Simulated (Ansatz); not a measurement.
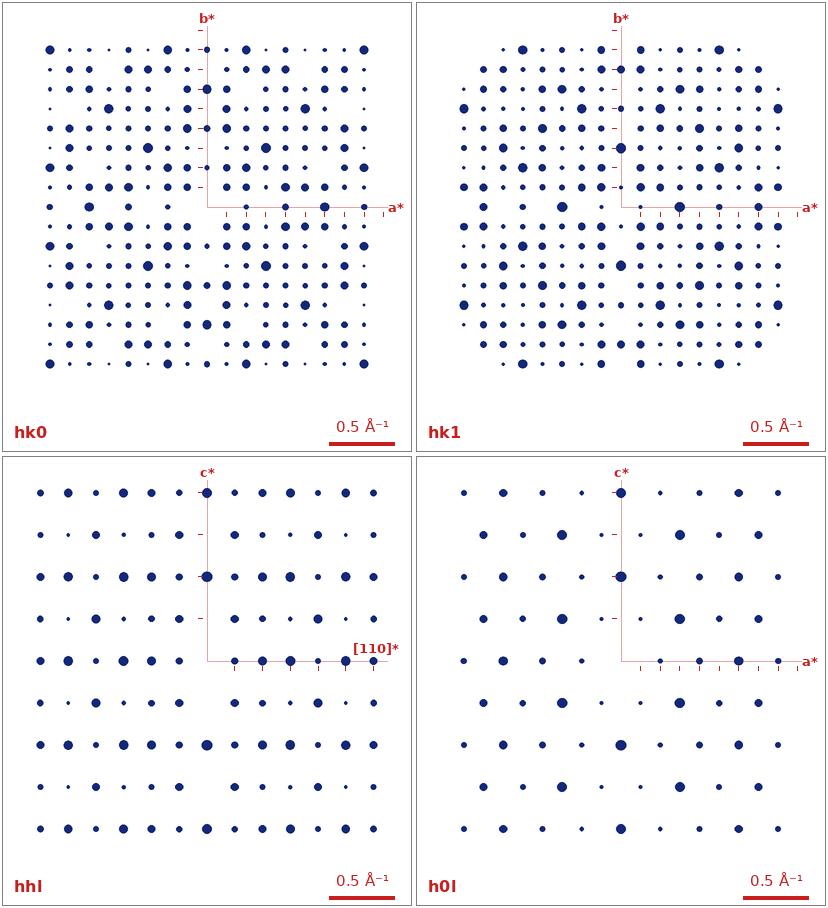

Simulated precession-type sections (neutrons; kinematic intensities, B = 0.5 Å²). The ticks mark integer indices of the conventional cell.

Q: What cell do the layers give?

A: a* = 0.153, b* = 0.153, c* = 0.328 Å⁻¹; the cell is tetragonal with a = 6.53 Å, c = 3.05 Å.

Q: List the systematic absences.

A: Reflections are present only under these conditions. hkl: no condition; hk0: no condition; h0l: h + l = 2n; hhl: no condition; h00: h = 2n; 00l: l = 2n. The lattice is primitive (P). A few very weak reflections are below the display threshold.

Q: Which space groups fit?

A: The intensities have Laue symmetry 4/mmm (the hk0 layer shows 4mm, hk1 shows 4mm). With these conditions the candidates are P4_2nm (No. 102), P-4n2 (No. 118), P4_2/mnm (No. 136). Diffraction geometry alone does not choose among them; the structure has P4_2/mnm. The compound is Sn2O. Structure: the end point of a relaxation with DFT r2SCAN, scalar-relativistic, plane waves, PAW in Ansatz 0.2.0; the starting structure was generated, so it need not be a known form of this composition.
